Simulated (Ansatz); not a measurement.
## Electronic structure of C2H8F2N2Si (SMILES CN([SiH3])C(N)(F)F) in real space

Input

```
crystal:
  periodic: [false, false, false]
  atoms:
    - { symbol: C, position_ang: [-0.6771, 0.5198, 1.2641] }
    - { symbol: "N", position_ang: [-0.1054, -0.3085, 0.2428] }
    - { symbol: Si, position_ang: [1.1702, -1.3164, 0.7054] }
    - { symbol: C, position_ang: [0.1202, 0.432, -0.9935] }
    - { symbol: "N", position_ang: [-1.2297, 0.7299, -1.5651] }
    - { symbol: F, position_ang: [0.7515, 1.5738, -0.8236] }
    - { symbol: F, position_ang: [0.7062, -0.3089, -1.9284] }
    - { symbol: H, position_ang: [-1.6476, 0.99, 0.9112] }
    - { symbol: H, position_ang: [-0.9522, 0.0195, 2.2087] }
    - { symbol: H, position_ang: [-0.0721, 1.4036, 1.5556] }
    - { symbol: H, position_ang: [1.4264, -2.3358, -0.3079] }
    - { symbol: H, position_ang: [0.8383, -1.977, 2.0024] }
    - { symbol: H, position_ang: [2.3478, -0.4451, 0.9247] }
    - { symbol: H, position_ang: [-1.6768, -0.1549, -1.7185] }
    - { symbol: H, position_ang: [-1.0215, 1.1273, -2.4487] }
basis:
  gaussian: { orbitals: def2-SVP }
hamiltonian:
  xc: pbe
relax:
  f_tol: 0.015
  max_steps: 40
output:
  orbitals: {}
```

Command:

```sh
ansatz run input.yaml --threads 2 --pin off --max-ram 3072MiB --backend cpu --events-out ev --progress --plain --runs-dir out
```

The fields are those of the relaxed geometry.

Method: RKS PBE/def2-SVP (Ansatz).

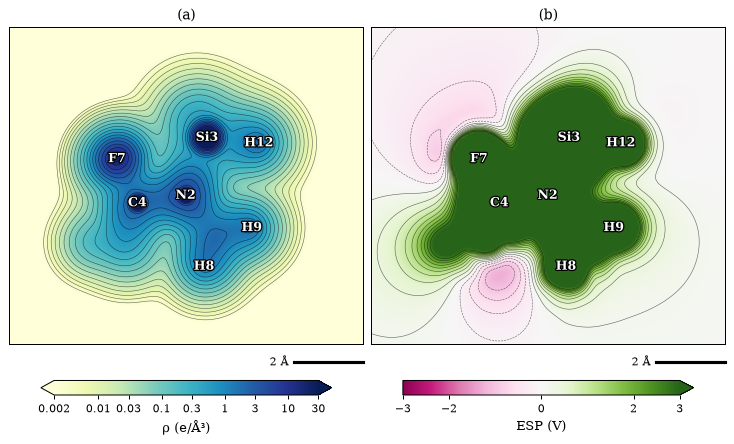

Figure 1. (a) total electron density; (b) molecular electrostatic potential on the plane of atoms N2, Si3 and H12.

What do the fields say about this system?

The section cuts through N, Si, C, F and H sites.
C–F (1.41 Å): ρ at the midpoint is about 1.9 e/Å³, with its minimum of 1.6 e/Å³ about 0.5 Å from C.
C–N (1.41 Å): the density is about 2.1 e/Å³ at the midpoint.
Si–N (1.78 Å): ρ at the midpoint is about 0.97 e/Å³.
Si–H (1.50 Å): the density is about 0.75 e/Å³ at the midpoint.
Outside the dense part of the molecule the potential is most negative (−1.3 V) near N5, which lies off the plane.

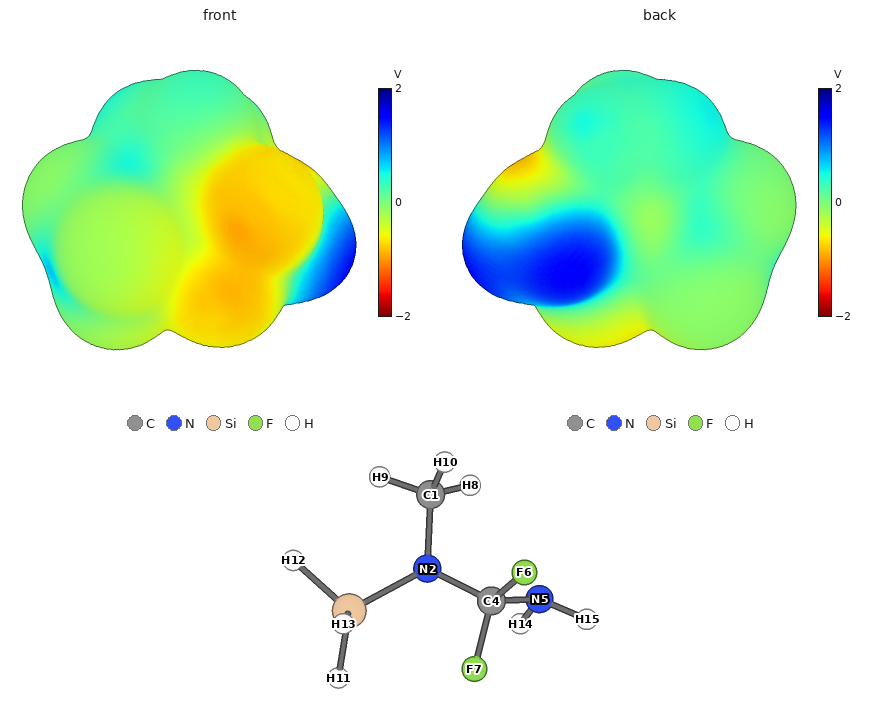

Figure 2. The molecular electrostatic potential painted on the density surface at 0.001 e/bohr³, seen from the front and from behind; the colour scale runs from red (negative) to blue (positive). The bare structure is drawn below in the same view.

Where is the surface potential most negative and most positive?

The most negative region (about −0.9 V) lies over F6 and F7, the most positive (about +1.5 V) over H14 and H15.

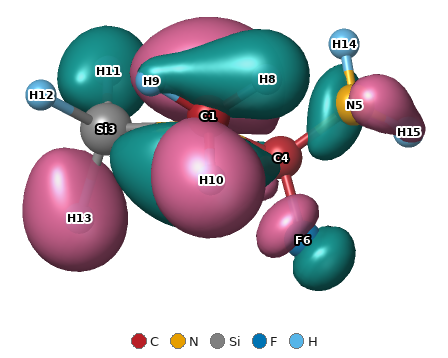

Figure 3. The HOMO at ±0.08 Å⁻³ᐟ² (teal and pink are the two phases), seen from one side.

What is the character of this orbital?

By Hirshfeld shares it lies mainly on N2 (about 50 %) and C1 (about 10 %). Its energy is −5.70 eV.

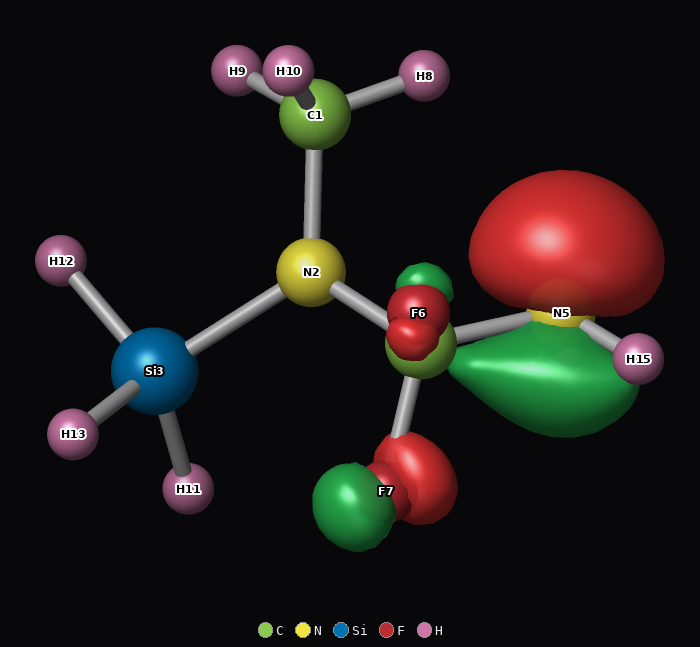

Figure 4. The HOMO−1 at ±0.2 Å⁻³ᐟ² (green and red are the two phases), seen at a tilt.

Describe this orbital and give its energy.

By Hirshfeld shares it lies mainly on N5 (about 65 %), F7 (about 10 %) and C4 (about 5 %); largely a lone pair of N5. Its energy is −6.54 eV.
